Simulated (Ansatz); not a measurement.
# Ge(111) with NH2 on 50 % of the top atoms and H on the rest: bands and core levels, part 3 of 4

Wanted: the XPS lines and the band structure of Ge(111) with NH2 on 50 % of the top atoms and H on the rest.

Ansatz 0.2.0; DFT, PBE, plane-wave PAW, default files, scalar-relativistic.

So far, gap on the k-mesh (eV): step 2 (relaxation) 0.544.

**3. Layer-resolved bands, DOS and potential (continued)**

Sums over each group's atoms; left-over states aren't shared out by site. Site centres, by row:

```csv
group,element,shell,occupied states,centre of occupied part (eV),centre up to the window's top (eV)
adsorbate,N,2s,2.813,-14.93,-11.93
adsorbate,N,2p,8.727,-5.234,-4.486
adsorbate,H,1s,4.869,-8.501,-4.487
layer 1,Ge,4s,5.057,-9.009,-5.617
layer 1,Ge,4p,10.02,-4.337,-1.262
layer 1,Ge,3d,39.98,-24.53,-24.52
layer 2,Ge,4s,5.293,-8.633,-5.566
layer 2,Ge,4p,10.8,-3.85,-1.138
layer 2,Ge,3d,39.98,-24.43,-24.42
layer 3,Ge,4s,5.296,-8.647,-5.71
layer 3,Ge,4p,10.65,-3.917,-1.098
layer 3,Ge,3d,39.99,-24.5,-24.5
middle,Ge,4s,5.292,-8.654,-5.749
middle,Ge,4p,10.65,-3.917,-1.067
middle,Ge,3d,39.99,-24.5,-24.49
other layers,Ge,4s,10.35,-8.843,-5.564
other layers,Ge,4p,21.25,-3.925,-1.051
other layers,Ge,3d,79.97,-24.47,-24.47
other layers,H,1s,4.105,-5.297,-2.322
```

Recipe: projected DOS times atomic cross section and asymmetry factor (unpolarised light, 54.7° from the beam), occupied states only, Fermi edge at 20 K, a Lorentzian width of 0.05 eV growing by 0 eV per eV of binding energy, and a resolution of 0.2 eV. Each atom is damped by exp[−depth/(λ cos θ)], θ = 30° from the normal, λ from the universal curve. Curves are cut 10 eV under the photon energy, above any shell that the free atom's threshold puts out of reach, or at the lower edge of the window: 11.2 eV at 21.2 eV, 26.6 eV at 100 eV, 26.6 eV at 250 eV, 26.6 eV at 1486.7 eV and 26.6 eV at 8047.8 eV. Matrix elements of the solid and inelastic losses aren't modelled, nor non-dipole terms, which matter above 3 keV.

How the area divides among the shells (%):

```csv
shell,21.2 eV,100 eV,250 eV,1486.7 eV,8047.8 eV
N 2p,43.8,2.2,0.3,0.1,0.0
H 1s,15.8,0.2,0.0,0.0,0.0
Ge 4s,0.1,0.8,0.6,4.5,41.5
Ge 4p,40.4,0.5,0.7,4.5,13.6
Ge 3d,0.0,95.3,98.0,90.5,44.1
```

Regions along c: top from 15.6 to 22.3 Å, middle from 9.9 to 15.4 Å, bottom from 3.0 to 9.8 Å.

States with weight above 0.08 nearest the zero at K of the zone, within the window kept, -7.7 to 5.2 eV (levels that the program groups as degenerate share a row):

```csv
E (eV),"weight, total","weight, top","weight, middle","weight, bottom"
-2.48,0.27,0.05,0.17,0.04
-2.42,0.99,0.11,0.62,0.23
-2.25,0.35,0.10,0.20,0.03
-1.86,0.26,0.15,0.09,0.01
-1.29,0.13,0.10,0.02,0.00
2.14,0.39,0.10,0.24,0.04
2.30,0.69,0.11,0.40,0.16
2.35,0.88,0.13,0.50,0.23
2.44,0.82,0.11,0.53,0.16
2.55,0.13,0.03,0.07,0.03
```

States with weight above 0.08 nearest the zero at Γ of the zone, within the window kept, -7.7 to 5.2 eV (levels that the program groups as degenerate share a row):

```csv
E (eV),"weight, total","weight, top","weight, middle","weight, bottom"
-1.00,1.00,0.09,0.68,0.19
-0.97,0.99,0.06,0.67,0.23
-0.56,1.00,0.23,0.26,0.43
-0.51,0.97,0.20,0.28,0.43
-0.03,1.00,0.16,0.53,0.26
0.00,0.98,0.19,0.52,0.22
0.54,0.99,0.15,0.62,0.19
0.75,0.96,0.05,0.38,0.50
0.86,0.97,0.32,0.40,0.17
1.03,0.09,0.04,0.02,0.02
```

States with weight above 0.08 nearest the zero at M of the zone, within the window kept, -7.7 to 5.2 eV (levels that the program groups as degenerate share a row):

```csv
E (eV),"weight, total","weight, top","weight, middle","weight, bottom"
-1.50,0.50,0.08,0.27,0.13
-1.25,0.50,0.21,0.22,0.04
0.98,0.50,0.08,0.23,0.16
1.03,0.50,0.10,0.18,0.18
1.18,0.50,0.04,0.37,0.08
1.19,0.50,0.03,0.42,0.04
1.56,0.50,0.12,0.13,0.21
1.58,0.50,0.11,0.17,0.19
1.75,0.50,0.11,0.27,0.11
1.76,0.50,0.08,0.29,0.12
```

The largest force component on a free atom is 0.004 eV/Å, so the atoms are at rest for these settings too.

**4. Core levels by total-energy differences**

XPS shifts tell sites apart. Each chosen atom gets a core hole in a self-consistent pass of its own.

The input, input.yaml:

```yaml
crystal:
  lattice:
    - [8.004448763, 0.0, 0.0]
    - [4.0022243815, 6.9320559721, 0.0]
    - [0.0, 0.0, 25.2625556781]
  atoms:
    - { symbol: H, position: [0.0849469276, 0.0340906249, 0.7236707985] }
    - { symbol: H, position: [0.8809624475, 0.0340906249, 0.7236707985] }
    - { symbol: H, position: [0.5849469276, 0.0340906249, 0.7236707985] }
    - { symbol: H, position: [0.3809624475, 0.0340906249, 0.7236707985] }
    - { symbol: "N", position: [0.0154413788, -0.0308827576, 0.7070701788] }
    - { symbol: N_h, position: [0.5154413788, -0.0308827576, 0.7070701788] }
    - { symbol: H, position: [0.0022020288, 0.4955959424, 0.6940122291] }
    - { symbol: H, position: [0.5022020288, 0.4955959424, 0.6940122291] }
    - { symbol: Ge_h, position: [0.0026553492, -0.0053106984, 0.6324365684] }
    - { symbol: Ge, position: [0.5026553492, -0.0053106984, 0.6324365684] }
    - { symbol: Ge, position: [0.002028051, 0.4959438981, 0.6324478274] }
    - { symbol: Ge_h, position: [0.502028051, 0.4959438981, 0.6324478274] }
    - { symbol: Ge_h, position: [0.8349308871, 0.3301382258, 0.600114409] }
    - { symbol: Ge, position: [0.3349308871, 0.3301382258, 0.600114409] }
    - { symbol: Ge, position: [0.8356799127, 0.8286401746, 0.600267357] }
    - { symbol: Ge, position: [0.3356799127, 0.8286401746, 0.600267357] }
    - { symbol: Ge, position: [0.8333845684, 0.3332308633, 0.5022372013] }
    - { symbol: Ge, position: [0.3333845684, 0.3332308633, 0.5022372013] }
    - { symbol: Ge, position: [0.8332341373, 0.8335317254, 0.5022304729] }
    - { symbol: Ge, position: [0.3332341373, 0.8335317254, 0.5022304729] }
    - { symbol: Ge_h, position: [0.1665225161, 0.1669549679, 0.4686252045] }
    - { symbol: Ge, position: [0.6665225161, 0.1669549679, 0.4686252045] }
    - { symbol: Ge, position: [0.1666842323, 0.6666315354, 0.4686133817] }
    - { symbol: Ge, position: [0.6666842323, 0.6666315354, 0.4686133817] }
    - { symbol: Ge, position: [0.1666666665, 0.166666667, 0.370783968] }
    - { symbol: Ge, position: [0.6666666665, 0.166666667, 0.370783968] }
    - { symbol: Ge, position: [0.1666666665, 0.666666667, 0.370783968] }
    - { symbol: Ge, position: [0.6666666665, 0.666666667, 0.370783968] }
    - { symbol: Ge, position: [0.0, 0.0, 0.338445568] }
    - { symbol: Ge, position: [0.5, 0.0, 0.338445568] }
    - { symbol: Ge, position: [0.0, 0.5, 0.338445568] }
    - { symbol: Ge, position: [0.5, 0.5, 0.338445568] }
    - { symbol: H, position: [0.0, 0.0, 0.277089939] }
    - { symbol: H, position: [0.5, 0.0, 0.277089939] }
    - { symbol: H, position: [0.0, 0.5, 0.277089939] }
    - { symbol: H, position: [0.5, 0.5, 0.277089939] }
kpoints:
  mp_grid: { grid: [3, 3, 1] }
scf:
  occupations: { method: fermi_dirac, width: 0.02 }
  n_extra_bands: 25
hamiltonian:
  xc: pbe
  pseudopotentials: { kind: paw }
output:
  forces: true
  write_potential: true
  volumetric_format: []
  core_levels:
    shells: { N_h: "1s", Ge_h: "3d" }
    counted_from: conduction_bottom
    add_spin: false
efield:
  axis: 3
  dipole_correction: true
```

The run is started by

```console
> ansatz run input.yaml --threads 8 --pin off --max-ram 22528MiB --backend cpu --events-out ev --progress --plain --runs-dir out
```

Numbers of over 12 decimals in the logs are rounded to 6 here.

Output:

```text
[...]
Crystal: 36 atoms, lattice volume = 1401.751 Å³
Basis set: ecut = 420 eV, 27487 PW (Γ), exchange–correlation on 108×108×360 points (8 copies of the dense FFT grid, shifted against one another)
Bands: 203, of which v1, the nominal top of the filled ones, is band 178 counted from 1 (177 counted from 0)
Symmetry: 1 space group operations
[...]
k-points: 5 of 9 (time reversal used)
[...]
SCF iter   1: F=—  HF=-104005.257786 eV  |F-HF|=—  |Δ(HF+E_count)|=         —  Δρ=1.39e-3  dr2=7.21e-2  ethr=1.77e-3  p=0.094 e·Å  D=1.21e-2 V/Å  ΔV_dip=-0.30 eV  dr2_dipole=3.10e-4  V_vac-E_F(+/−)=3.86/4.16 eV  ⟨swp⟩=6.6  Hψ=3901  notcnv=0  defer=4
[...]
SCF iter   9: F=-104005.243776 eV  HF=-104005.243775 eV  |F-HF|=1.38e-7  |Δ(HF+E_count)|=   1.57e-6  Δρ=2.45e-6  dr2=7.58e-8  ethr=2.81e-11  p=0.082 e·Å  D=1.06e-2 V/Å  ΔV_dip=-0.27 eV  dr2_dipole=4.01e-10  V_vac-E_F(+/−)=3.74/4.01 eV  ⟨swp⟩=14.0  Hψ=8032  notcnv=0
SCF 1 converged in 9 iterations: F = -104005.243776 eV  dr2 = 7.58e-8
[...]
── core hole 1/5: 1s of N_h 5 ──
── 1s of N_h 5: 398.062 eV over the cell without the hole, in 12 iterations ──
── core hole 2/5: 3d of Ge_h 8 ──
── 3d of Ge_h 8: 30.348 eV over the cell without the hole, in 16 iterations ──
── core hole 3/5: 3d of Ge_h 11 ──
── 3d of Ge_h 11: 30.126 eV over the cell without the hole, in 16 iterations ──
── core hole 4/5: 3d of Ge_h 12 ──
── 3d of Ge_h 12: 30.012 eV over the cell without the hole, in 15 iterations ──
── core hole 5/5: 3d of Ge_h 20 ──
── 3d of Ge_h 20: 30.016 eV over the cell without the hole, in 16 iterations ──
SCF converged after 9 iterations
Free energy (F): -104005.243776 eV
[...]
Internal energy: -104005.243775 eV  (E = F + TS)
E sigma→0 (E₀):  -104005.243775 eV
Entropy (-TS):   -0.000000 eV (-0.000 meV/atom)
Fermi energy:    1.260429 eV
Dipole field:    D = 0.010636 V/Å  (p = 0.082394 e·Å, saw-weighted, corrected)
Work function:   Φ+ = 3.7384 eV   Φ− = 4.0071 eV
[...]
--- Forces (eV/Å), atoms counted from 1 ---
  atom   1  H       -0.00347981     0.00052775    -0.00087234
  atom   2  H        0.00347965     0.00052784    -0.00087205
  atom   3  H       -0.00347974     0.00052779    -0.00087229
  atom   4  H        0.00347957     0.00052789    -0.00087205
  atom   5  N        0.00000149     0.00019760    -0.00139798
  atom   6  N_h      0.00000179     0.00019757    -0.00139803
  atom   7  H        0.00000002    -0.00137107    -0.00066659
  atom   8  H       -0.00000001    -0.00137117    -0.00066659
  atom   9  Ge_h    -0.00000005     0.00280975     0.00424450
  atom  10  Ge       0.00000006     0.00280968     0.00424452
  atom  11  Ge      -0.00000003     0.00131461    -0.00024404
  atom  12  Ge_h     0.00000006     0.00131453    -0.00024411
  atom  13  Ge_h    -0.00000015    -0.00153757    -0.00112661
  atom  14  Ge       0.00000008    -0.00153760    -0.00112665
  atom  15  Ge      -0.00000003    -0.00164961     0.00135498
  atom  16  Ge       0.00000008    -0.00164975     0.00135479
  atom  17  Ge      -0.00000010     0.00235606     0.00095219
  atom  18  Ge       0.00000008     0.00235604     0.00095219
  atom  19  Ge      -0.00000002     0.00056571     0.00032299
  atom  20  Ge       0.00000004     0.00056556     0.00032292
  atom  21  Ge_h     0.00000011     0.00011912    -0.00018399
  atom  22  Ge      -0.00000011     0.00011924    -0.00018391
  atom  23  Ge       0.00000011    -0.00219629    -0.00081729
  atom  24  Ge      -0.00000012    -0.00219616    -0.00081726
  atom  25  Ge      -0.00000005    -0.01406625    -0.04882618
  atom  26  Ge       0.00000005    -0.01406623    -0.04882616
  atom  27  Ge       0.00000002     0.01093845    -0.05389845
  atom  28  Ge      -0.00000002     0.01093839    -0.05389849
  atom  29  Ge       0.00000003    -0.00210921     0.13847741
  atom  30  Ge      -0.00000004    -0.00210910     0.13847745
  atom  31  Ge       0.00000009     0.00414367     0.14696361
  atom  32  Ge      -0.00000009     0.00414372     0.14696365
  atom  33  H       -0.00000001     0.00092907    -0.09339122
  atom  34  H       -0.00000000     0.00092898    -0.09339112
  atom  35  H       -0.00000006    -0.00153374    -0.09002821
  atom  36  H        0.00000008    -0.00153373    -0.09002818
  max |Σ_I F_I| component: 6.84e-5 eV/Å
--- Band table (eV; the first three rows and the last of 5) ---
  k-point 0: bands = [... 174 lower, 0.4218, 0.4819, 0.9529, 0.9867, 1.5308, 1.7411, 1.8506, 1.9705, ... 21 higher]
  k-point 1: bands = [... 174 lower, -0.3978, -0.2156, -0.0941, 0.4889, 2.1310, 2.2635, 2.6114, 2.7220, ... 21 higher]
  k-point 2: bands = [... 174 lower, -0.4029, -0.1298, -0.0250, 0.5271, 2.1812, 2.2462, 2.6035, 2.7047, ... 21 higher]
  k-point 4: bands = [... 174 lower, -0.6447, -0.4534, -0.3577, -0.2992, 2.9197, 3.1235, 3.2874, 3.3345, ... 21 higher]
--- Core levels from the conduction bottom, as differences alone (as output.core_levels.counted_from types it; a hole's nearest image at 8.0 Å) ---
  the holes have no spin, as output.core_levels.add_spin types it
  atom         alike  shell      binding/eV   shift/eV difference/eV images/eV   SCF
  N_h 5            1     1s               –     +0.000       398.062         –    12
  Ge_h 8           1     3d               –     +0.000        30.348         –    16
  Ge_h 11          1     3d               –     -0.222        30.126         –    16
  Ge_h 12          1     3d               –     -0.336        30.012         –    15
  Ge_h 20          1     3d               –     -0.332        30.016         –    16
  the dataset of N_h with a 1s hole: scattering error 0.002 eV (0.002 eV in the local channel); free atom: scalar-relativistic, large and small components
  the dataset of Ge_h with a 3d hole: scattering error 0.012 eV; free atom: scalar-relativistic, large and small components
  the two lines of Ge_h's 3d: 3d3/2 +0.329 eV and 3d5/2 -0.219 eV off its levels, 2 : 3 in strength
```

Run time: 4.9 min. Hardware: 8 threads of Arm Neoverse V1, shared host; peak memory 5.8 GiB.

Numbers from this step:

```
symmetry operations : 1
```

Each level is the free energy with the hole less that without it. The electron stays in the lowest empty state, so these are excitation energies, not binding energies. The hole's nearest image is 8.0 Å away, and the holes carry no spin, so absolute levels are rough.

```csv
atom,region,shell,level (eV),shift (eV),j lines (eV),doubts
N6,adsorbate,1s,398.06,-,-,-
Ge9,layer 1,3d,30.35,+0.33,30.68 / 30.13,-
Ge12,layer 1,3d,30.13,+0.11,30.46 / 29.91,-
Ge13,layer 2,3d,30.01,-0.00,30.34 / 29.79,-
Ge21,middle,3d,30.02,+0.00,30.35 / 29.80,-
```

Levels of p, d and f shells are means over their two j lines, weighted by degeneracy; the splitting comes from the atom's own solve. Shifts count from the last listed atom of each element. With the electron kept in the cell, its attraction to the hole differs by site and enters these shifts.

The intensity has structure finer than the step of the table below, so its rows give means over 0.2 eV, whole bins alone (the curve runs from 28.3 to 32.2 eV). Peaks (eV: height): 29.84: 100, 30.34: 72.6.

The Ge 3d lines of the listed atoms alone (other atoms of the cell aren't counted), as Gaussians 0.3 eV wide, no depth weighting. Table of intensity by Ge 3d level; means over each step:

```csv
Ge 3d level (eV),intensity (%)
29.2,0.00602
29.4,1.23
29.6,27.7
29.8,90.0
30.0,71.3
30.2,62.5
30.4,67.2
30.6,39.2
30.8,15.9
31.0,1.53
31.2,0.0178
31.4,0
```

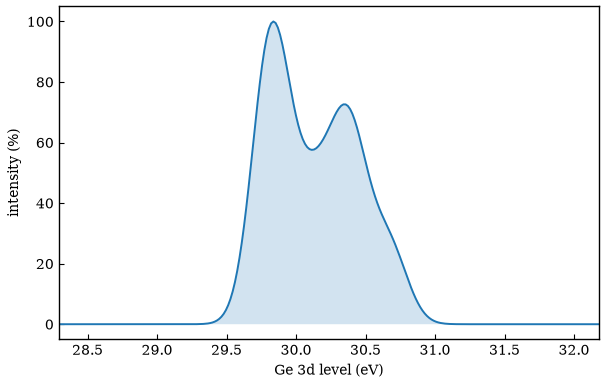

Intensity against Ge 3d level.

(Continued in part 4 of 4.)

[Logs are printed without paths, hosts, clocks, repeated set-up lines and the standing remarks that a program may print on its own settings, such as how far it seeks lower states.]

[Hosts, paths, dates, database ids (printed as entryN), source tags and the programs' standing remarks are cut or masked in the printed files.]

[Maps of the electrostatic potential energy from Ansatz leave out the sawtooth potential of an applied field or a dipole correction, so their vacuum need not be flat; work functions include it.]
